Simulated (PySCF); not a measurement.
Input

```
{"job": {"kind": "nmr", "xc": "PBE0", "basis": "pcSseg-1"}, "charge": 0, "multiplicity": 1}
O     -4.198694     1.809395    -0.253008
C     -3.643687     0.770112    -0.502499
C     -2.277693     0.475745    -0.256820
C     -1.107375     0.224099    -0.045082
C      0.193836    -0.056387     0.188900
C      1.365177    -0.298690     0.404794
Si     3.150220    -0.646642     0.739895
H     -4.180538    -0.083564    -0.968035
H      3.217423    -1.958210     1.385664
H      3.651990     0.410133     1.618804
H      3.834765    -0.643321    -0.553646
```

Launched as:

```sh
OMP_NUM_THREADS=1 python probes_run.py task.json out
```

Geometry: GFN2-xTB.

Level of theory: PBE0/pcSseg-1, SCF density, gas phase, non-relativistic (PySCF).

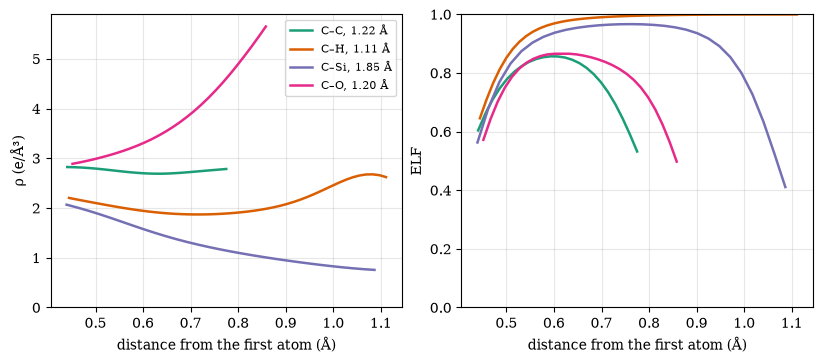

C5H4OSi (SMILES O=CC#CC#C[SiH3]). Electron density and electron localisation function along straight lines between neighbouring atoms. The curves leave out the atomic cores.

**What can be read from the curves?**

C–C (1.22 Å): ρ is about 2.7 e/Å³ halfway; the ELF peaks at about 0.85 between the atoms; a multiple bond.
C–H (1.11 Å): ρ is about 2 e/Å³ halfway; the ELF climbs to about 1 towards the hydrogen, as it does in any bond to H (a covalent bond by its length).
C–Si (1.85 Å): ρ is about 0.92 e/Å³ halfway; the ELF peaks at about 0.95 between the atoms (a shared electron pair).
C–O (1.20 Å): ρ at the midpoint is about 3.3 e/Å³; the ELF peaks at about 0.85 between the atoms (a short, multiple covalent bond).
